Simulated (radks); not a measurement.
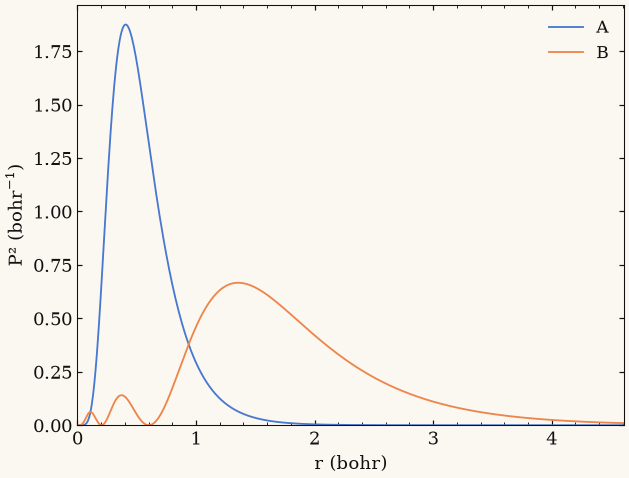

**Figure 1.** The radial probability densities P² of 4f up and 5d up. A is 4f up; B is 5d up. 4f up: outer maximum at 0.407 bohr, ⟨r⟩ = 0.558 bohr, 0 nodes, eigenvalue −52.6 eV; 5d up: outer maximum at 1.36 bohr, ⟨r⟩ = 1.77 bohr, 2 nodes, eigenvalue −7.70 eV.

**Run report: Os, atomic calculation**

The neutral osmium atom in the configuration [Xe] 4f14 5d6 6s2 (high spin). Computed at this level: scalar-relativistic Kohn-Sham, r2SCAN, spin-polarised, spherical densities, finite nucleus (the in-house radial solver radks).

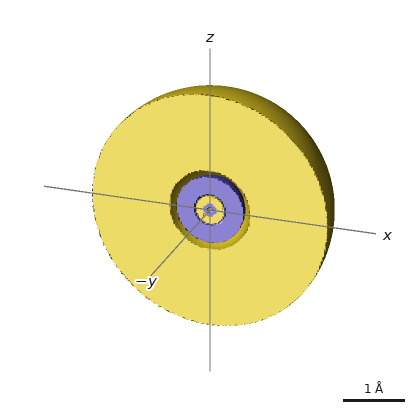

**Figure 2.** The 6s orbital of up spin. The radial function comes from the spherical calculation and is multiplied by a real spherical harmonic; the overall sign is chosen so that the largest lobe of P(r) is positive; at the scalar-relativistic level it is the large component. The surface of constant |ψ| that holds about 85 % of the electron is drawn, yellow where ψ is positive and blue where it is negative, with the half in front of the xz plane cut away and the cut face painted. It has no angular node and 5 radial nodes, at r = 0.0210, 0.0839, 0.217, 0.495 and 1.21 bohr. The outermost maximum of P² lies at 2.42 bohr, ⟨r⟩ = 2.86 bohr, 90 % of the charge lies within 4.24 bohr, and the eigenvalue is −7.01 eV, with 1 electron in the shell for this spin.

These pictures come from the run below.

## The input
```
Z 76
configuration [Xe] 4f14 5d6 6s2
relativity scalar-relativistic
functional r2scan,r2scan
spin polarised
nucleus finite rms 5.4126 fm
c 137.035999084
```

Energies in input and log are in hartree, lengths in bohr (the nuclear radius in fm).

## Log
```
1s      1   1.0000       -2717.32409698
2s      1   1.0000        -474.24524308
2p      1   3.0000        -412.89789011
3s      1   1.0000        -110.73945870
3p      1   3.0000         -92.64309379
3d      1   5.0000         -72.37946253
4s      1   1.0000         -23.59025464
4p      1   3.0000         -17.62807513
4d      1   5.0000         -10.18563261
4f      1   7.0000          -1.93453095
5s      1   1.0000          -3.46809666
5p      1   3.0000          -1.96267204
5d      1   5.0000          -0.28309286
6s      1   1.0000          -0.25771455
1s      2   1.0000       -2717.32462908
2s      2   1.0000        -474.23304976
2p      2   3.0000        -412.88851181
3s      2   1.0000        -110.73833150
3p      2   3.0000         -92.64099965
3d      2   5.0000         -72.37252191
4s      2   1.0000         -23.58062995
4p      2   3.0000         -17.61974634
4d      2   5.0000         -10.17560407
4f      2   7.0000          -1.91722441
5s      2   1.0000          -3.39019825
5p      2   3.0000          -1.85846062
5d      2   1.0000          -0.16330893
6s      2   1.0000          -0.20425547
Etot -17252.732624021926
Ekin 19115.909615233613
Encl -42753.80981383484
Eh 6723.994053150713
Exc -338.8264785714092
err 6.3865148247871004e-06
it 12
```

## Slater integrals of the outer shells (hartree)

```tsv
integral	value
F0(6s,6s)	0.3154
F0(6s,5d)	0.3704
G2(6s,5d)	0.0988
F0(6s,4f)	0.4179
G3(6s,4f)	0.0116
F0(5d,5d)	0.5134
F2(5d,5d)	0.2604
F4(5d,5d)	0.1701
```

## Summary

```tsv
quantity	value
outcome	converged
total energy	−17252.7326 hartree
kinetic energy	19115.9096 hartree
electron–nucleus energy	−42753.8098 hartree
Hartree energy	6723.9941 hartree
exchange–correlation energy	−338.826479 hartree
radius at density 0.001 e/bohr³	4.61 bohr
SCF iterations	12
hardware	1 CPU thread, shared host
```
